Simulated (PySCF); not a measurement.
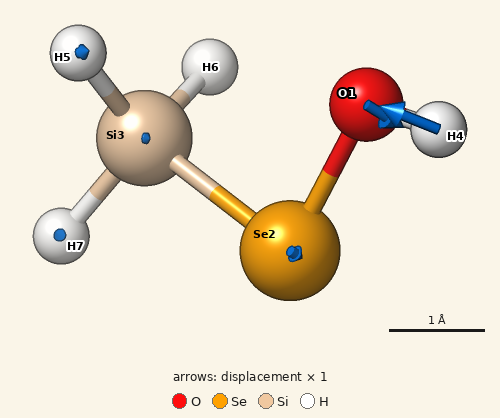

This is a relaxation of SiH4SeO. The starting structure is drawn; blue arrows show the displacements, at their true length. The two geometries are superimposed by the best rigid fit.

A ball-and-stick model, seen from a free direction.

The calculation used RKS PBE0-D4/def2-TZVP, density fitting (PySCF). 

Describe the change and its energy.

Answer. The atom that moves furthest after the best rigid fit is H4 (0.70 Å). Largest moves by element: H 0.70 Å, O 0.52 Å, Se 0.19 Å, Si 0.08 Å. Among the contacts that change: Si3–H5 1.458 → 1.485 Å, Si3–H6 1.460 → 1.483 Å, O1–Se2 1.840 → 1.817 Å, Se2–Si3 2.276 → 2.284 Å. Among the angles between lasting bonds that change: O1–Se2–Si3 92.0° → 96.8°, Se2–Si3–H5 108.2° → 110.8°, H5–Si3–H7 112.6° → 110.4°. Groups turn about O1–Se2 by about 90°. After 36 geometry steps the energy has fallen by 0.148 eV. Cost: 5.9 min on 2 threads of Oxide Virtual Turin-like (shared host).
